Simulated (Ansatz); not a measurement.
# CHGa₂ (doublet): the correlation ladder, cc-pVTZ

How much of the correlation energy of CHGa₂ (doublet) does each wave-function method recover here?

Program: Ansatz 0.2.0, Gaussian basis. Level of theory: cc-pVTZ, core rule «outside noble gas», up to 29 orbitals frozen. These are calculated values, not measurements.

Plan: UHF; CCSD(T) on ROHF; CCSD(T) on UHF; BCCD(T) on ROHF; CCSDT(Q) on ROHF; CCSDT(Q) on UHF.

3 further runs of the same task are left out: 3 set aside as unsound or not needed. Runs told in other sessions of the task aren't counted.

## (1) The system

The geometry is a PBE0/def2-TZVP stationary point (not a proven minimum) of the parent state, kept for this charge and spin. No spin-orbit coupling is included. The filled d shell of Ga may be among the frozen orbitals whatever the setting's name suggests.

4 atoms, charge 0, spin multiplicity 2.

Atoms are counted from 1 here; the program's logs count them from 0.

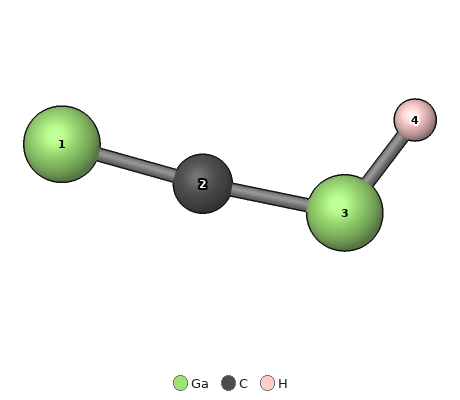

The structure; gallium green, carbon dark grey, hydrogen pink; atoms are numbered from 1 in the order of the file.

In the tables R marks a restricted open-shell determinant and U an unrestricted one; energies count from the table's Hartree-Fock row.

## (2) UHF

File in.yaml:

```yaml
crystal:
  periodic: [false, false, false]
  atoms:
    - {symbol: Ga, position_ang: [-0.000039, -0.311616, 2.680606]}
    - {symbol: C, position_ang: [0.000076, -0.414160, 0.662323]}
    - {symbol: Ga, position_ang: [-0.000040, -0.372809, -1.338163]}
    - {symbol: H, position_ang: [0.000002, 1.098586, -2.004765]}
basis:
  gaussian: {orbitals: cc-pVTZ}
magnetization: {spin_polarized: true, initial_magnetization: 1}
hamiltonian: {xc: hf}
output: {orbitals: {seedname: orbitals}}
```

On the command line:

```sh
> ansatz run in.yaml --threads 1 --pin off --events-out ev --progress --plain --max-ram 2816MiB --backend cpu
```

Standard output:

```text
Functional definition: HF
  name "HF"
  cite "Fock, Z. Phys. 61, 126 (1930) doi:10.1007/BF01340294"
  parent pbe
  exchange = exact_x
  correlation = 0
835 factors; integrals over basis functions are off by at most 1.2e-3 eV
mean field evaluation 1: about -105707.8654 eV, gradient 2.4e1 eV
mean field evaluation 2: about -105707.8680 eV, gradient 2.4e1 eV
mean field evaluation 4: about -105711.9280 eV, gradient 3.3e0 eV
mean field evaluation 8: about -105712.2737 eV, gradient 4.6e-1 eV
mean field evaluation 16: about -105712.5471 eV, gradient 1.6e0 eV
mean field evaluation 32: about -105713.9794 eV, gradient 7.8e-6 eV
mean field evaluation 64: about -105713.9733 eV, gradient 1.5e-1 eV
mean field evaluation 96: about -105713.5938 eV, gradient 1.7e0 eV
mean field evaluation 128: about -105710.7617 eV, gradient 7.4e0 eV
mean field evaluation 160: about -105713.6805 eV, gradient 1.3e0 eV
mean field evaluation 192: about -105712.2804 eV, gradient 2.4e0 eV
mean field evaluation 224: about -105713.5949 eV, gradient 1.9e0 eV
mean field evaluation 256: about -105711.4763 eV, gradient 1.1e1 eV
mean field evaluation 288: about -105712.8245 eV, gradient 4.9e0 eV
mean field evaluation 320: about -105712.5698 eV, gradient 7.6e-1 eV
mean field evaluation 352: about -105710.4702 eV, gradient 2.2e0 eV
mean field evaluation 384: about -105710.2169 eV, gradient 4.5e0 eV
mean field evaluation 416: about -105712.3008 eV, gradient 1.9e-1 eV
mean field -105713.97944189 eV, -3884.9170889807 hartree, gradient 6.5e-6 eV, S^2 1.695706; 5 other end points of the search recorded, 0 dependent functions left out
reference -105713.97944189 eV, -3884.9170889807 hartree; 35, 34 occupied and 95, 96 virtual orbitals, 835 factors
Total energy: -105713.97944189 eV, -3884.9170889807 hartree
```

It took 47 s on 1 thread of AMD EPYC 7R13, shared host; peak memory 0.4 GiB.

From the report: ⟨S²⟩ of the determinant 1.696 (pure doublet: 0.75). The determinant of HF (⟨S²⟩ 1.70) is far from a pure spin state, so its energy mixes those of several spin states; that is harmless only where they are near-degenerate.

## (3) CCSD(T) on ROHF

Edit in.yaml of step 2 so:

```diff
@@ -9,4 +9,3 @@
   gaussian: {orbitals: cc-pVTZ}
-magnetization: {spin_polarized: true, initial_magnetization: 1}
-hamiltonian: {xc: hf}
-output: {orbitals: {seedname: orbitals}}
+magnetization: {spin_polarized: false, initial_magnetization: 1}
+correlation: {method: ccsd_t, electrons: outside_noble_gas}
```

On the command line:

```sh
> ansatz run in.yaml --threads 2 --pin off --events-out ev --progress --plain --max-ram 16896MiB --backend cuda --devices 0, --max-vram 18GiB
```

Standard output (excerpt; [...] marks lines left out):

```text
Functional definition: HF
  name "HF"
  cite "Fock, Z. Phys. 61, 126 (1930) doi:10.1007/BF01340294"
  parent pbe
[...]
835 factors; integrals over basis functions are off by at most 1.2e-3 eV
[...]
mean field -105712.50727690 eV, -3884.8629879151 hartree, gradient 6.6e-6 eV, S^2 0.750000; 17 other end points of the search recorded, 0 dependent functions left out
[...]
determinant -105712.50727690 eV, -3884.8629879151 hartree, with singles and doubles -105720.68450218 eV, -3885.1634954012 hartree
determinant -105712.47253521 eV, -3884.8617111814 hartree, with singles and doubles -105720.18200108 eV, -3885.1450288267 hartree
determinant -105711.71967278 eV, -3884.8340439977 hartree, with singles and doubles -105719.09764120 eV, -3885.1051793361 hartree
determinant -105709.40745001 eV, -3884.7490713778 hartree, with singles and doubles -105717.20381248 eV, -3885.0355824142 hartree
[...]
determinant -105712.47253521 eV, -3884.8617111814 hartree, with singles and doubles -105720.29867939 eV, -3885.1493166753 hartree
[...]
determinant -105712.04600994 eV, -3884.8460366671 hartree, with singles and doubles -105720.67092782 eV, -3885.1629965530 hartree
determinant -105712.04600994 eV, -3884.8460366671 hartree, with singles and doubles -105720.54638841 eV, -3885.1584198140 hartree
unrestricted determinant -105713.97944189 eV, -3884.9170889807 hartree, S^2 1.6957
29 core orbitals not correlated: weight in the atoms' cores, before any rotation towards them, 0.996 or more for the frozen orbitals, at most 0.006 for the correlated occupied ones
reference -105712.50727690 eV, -3884.8629879151 hartree; 6, 5 occupied and 95, 96 virtual orbitals, 835 factors
second order -7.02162010 eV of doubles, -0.06452879 eV of singles
cycle   1  -8.04927390 eV  change   -1.8e-6 eV  update   4.4e-6
perturbative correction -0.51932682 eV, -0.0190849086 hartree
Total energy: -105721.07587762 eV, -3885.1778781836 hartree
```

Run time: 10 s. Hardware: 1 × H100 (card shared with other runs) with 2 threads of AMD EPYC 7R13, shared host; peak host memory 0.88 GiB.

From the report: correlation -8.5686 eV; T1 0.068; largest double amplitude 0.17.

## (4) CCSD(T) on UHF

Edit in.yaml of step 3 so:

```diff
@@ -9,3 +9,3 @@
   gaussian: {orbitals: cc-pVTZ}
-magnetization: {spin_polarized: false, initial_magnetization: 1}
+magnetization: {spin_polarized: true, initial_magnetization: 1}
 correlation: {method: ccsd_t, electrons: outside_noble_gas}
```

Launched as before.

Standard output (excerpt; [...] marks lines left out):

```text
Functional definition: HF
  name "HF"
  cite "Fock, Z. Phys. 61, 126 (1930) doi:10.1007/BF01340294"
  parent pbe
[...]
835 factors; integrals over basis functions are off by at most 1.2e-3 eV
[...]
mean field -105713.97944189 eV, -3884.9170889807 hartree, gradient 2.1e-6 eV, S^2 1.695706; 24 other end points of the search recorded, 0 dependent functions left out
determinant -105713.97944189 eV, -3884.9170889807 hartree, with singles and doubles -105720.76264015 eV, -3885.1663669186 hartree
determinant -105713.53630910 eV, -3884.9008041509 hartree, with singles and doubles -105720.50399557 eV, -3885.1568619057 hartree
determinant -105713.30655855 eV, -3884.8923609740 hartree, with singles and doubles -105720.07419465 eV, -3885.1410670135 hartree
determinant -105712.73533822 eV, -3884.8713690140 hartree, with singles and doubles -105720.21978255 eV, -3885.1464172701 hartree
[...]
determinant -105713.53630910 eV, -3884.9008041509 hartree, with singles and doubles -105720.44632458 eV, -3885.1547425362 hartree
determinant -105712.73533822 eV, -3884.8713690140 hartree, with singles and doubles -105720.19344257 eV, -3885.1454492934 hartree
determinant -105712.31976484 eV, -3884.8560969738 hartree, with singles and doubles -105720.27613981 eV, -3885.1484883612 hartree
determinant -105712.60421309 eV, -3884.8665502545 hartree, with singles and doubles -105720.66980344 eV, -3885.1629552328 hartree
29 core orbitals not correlated: weight in the atoms' cores, before any rotation towards them, 0.995 or more for the frozen orbitals, at most 0.008 for the correlated occupied ones
reference -105713.97944189 eV, -3884.9170889807 hartree; 6, 5 occupied and 95, 96 virtual orbitals, 835 factors
second order -5.60911196 eV of doubles, -0.00000000 eV of singles
cycle   1  -6.70284210 eV  change    1.2e-6 eV  update   5.9e-6
perturbative correction -0.32109170 eV, -0.0117999022 hartree
Total energy: -105721.00337570 eV, -3885.1752137870 hartree
```

It took 13 s on 1 × H100 (card shared with other runs) with 2 threads of AMD EPYC 7R13, shared host; peak host memory 0.89 GiB.

From the report: ⟨S²⟩ of the determinant 1.696 (pure doublet: 0.75); correlation -7.0239 eV; T1 0.052; largest double amplitude 0.05. The determinant of CCSD(T) (⟨S²⟩ 1.70) is far from a pure spin state, so its energy mixes those of several spin states; high orders of coupled cluster remove much of that, low ones don't.

## (5) BCCD(T) on ROHF

Edit in.yaml of step 4 so:

```diff
@@ -9,3 +9,3 @@
   gaussian: {orbitals: cc-pVTZ}
-magnetization: {spin_polarized: true, initial_magnetization: 1}
-correlation: {method: ccsd_t, electrons: outside_noble_gas}
+magnetization: {spin_polarized: false, initial_magnetization: 1}
+correlation: {method: bccd_t, electrons: outside_noble_gas}
```

Same command.

Standard output (excerpt; [...] marks lines left out):

```text
Functional definition: HF
  name "HF"
  cite "Fock, Z. Phys. 61, 126 (1930) doi:10.1007/BF01340294"
  parent pbe
[...]
835 factors; integrals over basis functions are off by at most 1.2e-3 eV
[...]
mean field -105712.50727690 eV, -3884.8629879151 hartree, gradient 6.6e-6 eV, S^2 0.750000; 17 other end points of the search recorded, 0 dependent functions left out
[...]
determinant -105712.50727690 eV, -3884.8629879151 hartree, with singles and doubles -105720.68450218 eV, -3885.1634954012 hartree
determinant -105712.47253521 eV, -3884.8617111814 hartree, with singles and doubles -105720.18200108 eV, -3885.1450288267 hartree
determinant -105711.71967278 eV, -3884.8340439977 hartree, with singles and doubles -105719.09764120 eV, -3885.1051793361 hartree
determinant -105709.40745001 eV, -3884.7490713778 hartree, with singles and doubles -105717.20381248 eV, -3885.0355824142 hartree
[...]
determinant -105712.47253521 eV, -3884.8617111814 hartree, with singles and doubles -105720.29867939 eV, -3885.1493166753 hartree
[...]
determinant -105712.04600994 eV, -3884.8460366671 hartree, with singles and doubles -105720.67092782 eV, -3885.1629965530 hartree
determinant -105712.04600994 eV, -3884.8460366671 hartree, with singles and doubles -105720.54638841 eV, -3885.1584198140 hartree
unrestricted determinant -105713.97944189 eV, -3884.9170889807 hartree, S^2 1.6957
29 core orbitals not correlated: weight in the atoms' cores, before any rotation towards them, 0.996 or more for the frozen orbitals, at most 0.006 for the correlated occupied ones
reference -105712.50727690 eV, -3884.8629879151 hartree; 6, 5 occupied and 95, 96 virtual orbitals, 835 factors
second order -7.02162010 eV of doubles, -0.06452879 eV of singles
cycle   1  -8.01731815 eV  change    3.2e-2 eV  update   4.2e-2
[...]
cycle  21  -8.13403365 eV  change    1.7e-6 eV  update   1.2e-5
perturbative correction -0.38758393 eV, -0.0142434467 hartree
Total energy: -105721.02889448 eV, -3885.1761515851 hartree
```

It took 10 s on 1 × H100 (card shared with other runs) with 2 threads of AMD EPYC 7R13, shared host; peak host memory 0.89 GiB.

From the report: correlation -8.5216 eV; largest double amplitude 0.06.

## (6) CCSDT(Q) on ROHF

Edit in.yaml of step 5 so:

```diff
@@ -10,2 +10,2 @@
 magnetization: {spin_polarized: false, initial_magnetization: 1}
-correlation: {method: bccd_t, electrons: outside_noble_gas}
+correlation: {method: ccsdt_q, electrons: outside_noble_gas}
```

The command is unchanged.

Standard output (excerpt; [...] marks lines left out):

```text
Functional definition: HF
  name "HF"
  cite "Fock, Z. Phys. 61, 126 (1930) doi:10.1007/BF01340294"
  parent pbe
[...]
1566 factors; integrals over basis functions are off by at most 1.7e-7 eV
[...]
mean field -105712.50734782 eV, -3884.8629905213 hartree, gradient 1.7e-6 eV, S^2 0.750000; 17 other end points of the search recorded, 0 dependent functions left out
[...]
determinant -105712.50734782 eV, -3884.8629905213 hartree, with singles and doubles -105720.68461298 eV, -3885.1634994731 hartree
determinant -105712.47260983 eV, -3884.8617139237 hartree, with singles and doubles -105720.18211650 eV, -3885.1450330684 hartree
determinant -105711.71974652 eV, -3884.8340467075 hartree, with singles and doubles -105719.09775722 eV, -3885.1051835995 hartree
determinant -105709.40753190 eV, -3884.7490743872 hartree, with singles and doubles -105717.20396897 eV, -3885.0355881652 hartree
[...]
determinant -105712.47260983 eV, -3884.8617139237 hartree, with singles and doubles -105720.29874978 eV, -3885.1493192623 hartree
determinant -105712.04608174 eV, -3884.8460393054 hartree, with singles and doubles -105720.67103742 eV, -3885.1630005805 hartree
determinant -105712.04608174 eV, -3884.8460393054 hartree, with singles and doubles -105720.54645915 eV, -3885.1584224137 hartree
unrestricted determinant -105713.97951560 eV, -3884.9170916894 hartree, S^2 1.6957
29 core orbitals not correlated: weight in the atoms' cores, before any rotation towards them, 0.996 or more for the frozen orbitals, at most 0.006 for the correlated occupied ones
reference -105712.50734782 eV, -3884.8629905213 hartree; 6, 5 occupied and 95, 96 virtual orbitals, 1566 factors
second order -7.02167125 eV of doubles, -0.06452863 eV of singles
cycle   1  -7.44566750 eV  change   -3.6e-1 eV  update   1.5e-1
[...]
cycle  39  -8.61277423 eV  change   -3.3e-7 eV  update   5.7e-7
perturbative correction -0.06467734 eV, -0.0023768484 hartree
Total energy: -105721.18479939 eV, -3885.1818809846 hartree
```

Wall time 34 s (1 × H100 (card shared with other runs) with 2 threads of AMD EPYC 7R13, shared host); peak host memory 1.2 GiB.

From the report: correlation -8.6775 eV; T1 0.051; largest double amplitude 0.25.

## (7) CCSDT(Q) on UHF

Edit in.yaml of step 6 so:

```diff
@@ -9,3 +9,3 @@
   gaussian: {orbitals: cc-pVTZ}
-magnetization: {spin_polarized: false, initial_magnetization: 1}
+magnetization: {spin_polarized: true, initial_magnetization: 1}
 correlation: {method: ccsdt_q, electrons: outside_noble_gas}
```

Same command.

Standard output (excerpt; [...] marks lines left out):

```text
Functional definition: HF
  name "HF"
  cite "Fock, Z. Phys. 61, 126 (1930) doi:10.1007/BF01340294"
  parent pbe
[...]
1566 factors; integrals over basis functions are off by at most 1.7e-7 eV
[...]
mean field -105713.97951560 eV, -3884.9170916894 hartree, gradient 2.0e-6 eV, S^2 1.695706; 24 other end points of the search recorded, 0 dependent functions left out
determinant -105713.97951560 eV, -3884.9170916894 hartree, with singles and doubles -105720.76274432 eV, -3885.1663707469 hartree
determinant -105713.53638436 eV, -3884.9008069166 hartree, with singles and doubles -105720.50410109 eV, -3885.1568657836 hartree
determinant -105713.30663395 eV, -3884.8923637448 hartree, with singles and doubles -105720.07429973 eV, -3885.1410708751 hartree
determinant -105712.73541523 eV, -3884.8713718442 hartree, with singles and doubles -105720.21989534 eV, -3885.1464214150 hartree
[...]
determinant -105712.73541523 eV, -3884.8713718442 hartree, with singles and doubles -105720.19351973 eV, -3885.1454521290 hartree
determinant -105712.31983840 eV, -3884.8560996773 hartree, with singles and doubles -105720.27621399 eV, -3885.1484910871 hartree
determinant -105712.60428386 eV, -3884.8665528552 hartree, with singles and doubles -105720.66991414 eV, -3885.1629593007 hartree
29 core orbitals not correlated: weight in the atoms' cores, before any rotation towards them, 0.995 or more for the frozen orbitals, at most 0.008 for the correlated occupied ones
reference -105713.97951560 eV, -3884.9170916894 hartree; 6, 5 occupied and 95, 96 virtual orbitals, 1566 factors
second order -5.60914862 eV of doubles, -0.00000000 eV of singles
cycle   1  -6.24996243 eV  change   -6.4e-1 eV  update   1.0e-1
[...]
cycle  54  -7.14485694 eV  change   -4.2e-7 eV  update   1.8e-7
perturbative correction -0.05252465 eV, -0.0019302454 hartree
Total energy: -105721.17689720 eV, -3885.1815905845 hartree
```

It took 47 s on 1 × H100 (card shared with other runs) with 2 threads of AMD EPYC 7R13, shared host; peak host memory 1.1 GiB.

From the report: ⟨S²⟩ of the determinant 1.696 (pure doublet: 0.75); correlation -7.1974 eV; T1 0.092; largest double amplitude 0.14. The determinant of CCSDT(Q) (⟨S²⟩ 1.70) is far from a pure spin state, so its energy mixes those of several spin states; high orders of coupled cluster remove much of that, low ones don't.

## (8) Misses and costs

No level here is safe as a reference; RCCSDT(Q) serves as a yardstick only. Rows without a time are mean-field rows or come out of runs for another level: lower rungs of the coupled-cluster runs, or the Hartree-Fock search.

Differences are taken before rounding.

| method | energy from the lowest ROHF (kcal/mol) | from RCCSDT(Q) (kcal/mol) | time |
| --- | --- | --- | --- |
| ROHF | 0.00 | +200.11 |  |
| UHF | -33.95 | +166.16 |  |
| RMP2 | -163.41 | +36.70 |  |
| UMP2 | -163.30 | +36.81 |  |
| RCCSD | -185.62 | +14.49 |  |
| UCCSD | -188.52 | +11.59 |  |
| RCCSD(T) | -197.60 | +2.51 | 10 s |
| UCCSD(T) | -195.92 | +4.18 | 13 s |
| BCCD(T) | -196.51 | +3.60 | 10 s |
| RCCSDT | -198.62 | +1.49 |  |
| UCCSDT | -198.71 | +1.39 |  |
| RCCSDT(Q) | -200.11 | 0 | 34 s |
| UCCSDT(Q) | -199.93 | +0.18 | 47 s |

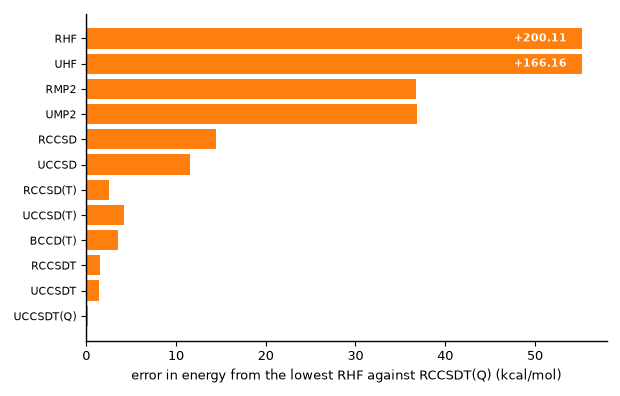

How far each level lands from RCCSDT(Q). Bars with a number in them are cut short.

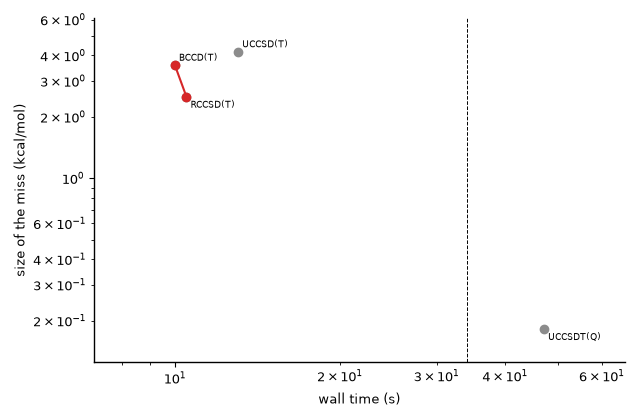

Miss against cost. Red marks the levels that no quicker level drawn beats (of those quicker than the yardstick), and the dashed line is the time of RCCSDT(Q). Times are from a shared host.

## (9) Outcome

```
                     quantity            value
RCCSDT(Q) from the ROHF energy       -8.6775 eV
          RMP2 from RCCSDT(Q)  +36.70 kcal/mol
          UMP2 from RCCSDT(Q)  +36.81 kcal/mol
         RCCSD from RCCSDT(Q)  +14.49 kcal/mol
      RCCSD(T) from RCCSDT(Q)   +2.51 kcal/mol
      UCCSD(T) from RCCSDT(Q)   +4.18 kcal/mol
     UCCSDT(Q) from RCCSDT(Q)   +0.18 kcal/mol
                T1 diagnostic            0.068
```

**Reading.** RCCSD(T) lands +2.51 kcal/mol from the yardstick (1.3 % of the correlation energy). CCSD(T) misses by +2.51 kcal/mol on the restricted determinant and by +4.18 kcal/mol on the unrestricted one; the two need not hold the same state or core. Warnings: spin contamination; large T1 diagnostic.
